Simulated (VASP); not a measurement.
Band structure of Al2O3 (corundum). Level of theory: LDA (Ceperley-Alder, Perdew-Zunger), VASP's LDA PAW potentials (set 64) (plane waves; VASP 6.6.1).

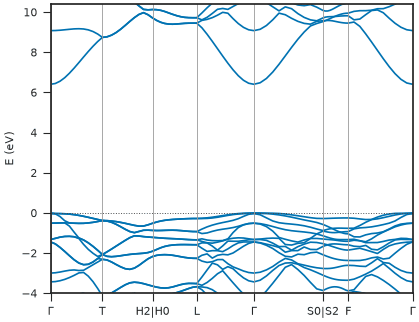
*Bands along high-symmetry lines, zero at the valence-band maximum or, without a gap, the Fermi level*

Question: Read the plot: is there a gap, and where are the band edges?

Answer: The gap is direct, 6.41 eV, from the valence maximum at Γ to the conduction minimum at Γ. (Edges off the drawn lines would not show.)

The compound is Al2O3 in the corundum structure. It was relaxed first.
